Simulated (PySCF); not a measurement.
```yaml
atoms:
  - { symbol: C, position_ang: [2.6518, 0.2849, 0.2239] }
  - { symbol: C, position_ang: [1.6883, -0.3060, -0.5063] }
  - { symbol: C, position_ang: [0.2984, -0.1787, -0.2564] }
  - { symbol: C, position_ang: [-0.7269, -0.7984, -1.0173] }
  - { symbol: C, position_ang: [-1.9534, -0.4883, -0.5353] }
  - { symbol: C, position_ang: [-1.8418, 0.4086, 0.6441] }
  - { symbol: C, position_ang: [-0.3340, 0.5974, 0.8079] }
  - { symbol: O, position_ang: [0.1935, 1.2723, 1.6711] }
  - { symbol: H, position_ang: [3.6944, 0.1540, -0.0105] }
  - { symbol: H, position_ang: [2.4024, 0.9067, 1.0657] }
  - { symbol: H, position_ang: [1.9597, -0.9299, -1.3516] }
  - { symbol: H, position_ang: [-0.5322, -1.4317, -1.8660] }
  - { symbol: H, position_ang: [-2.8959, -0.8266, -0.9277] }
  - { symbol: H, position_ang: [-2.3343, 1.3711, 0.4892] }
  - { symbol: H, position_ang: [-2.2743, -0.0275, 1.5473] }
```

Geometry: GFN2-xTB.

Theory: UKS B3LYP, pcH-1 on C H O, non-relativistic, mean-field spin-orbit, GIAO in PySCF 2.14.0, density-fitted response routines.

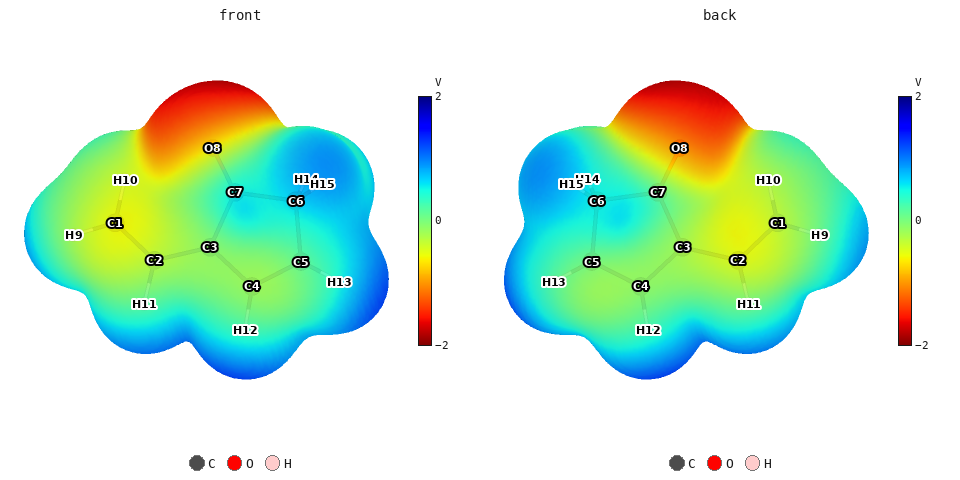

C$_{7}$H$_{7}$O (SMILES C=CC1=C[CH]CC1=O) (doublet). The electrostatic potential painted on the density surface at 0.002 e/bohr³, seen from the front and from behind; the colour scale runs from red (negative) to blue (positive).

Question: Where is the surface potential most negative and most positive?

Answer: The most negative region (about −1.8 V) lies over O8, the most positive (about +1.2 V) over H12 and H13. O8 is the likeliest acceptor of a hydrogen bond.
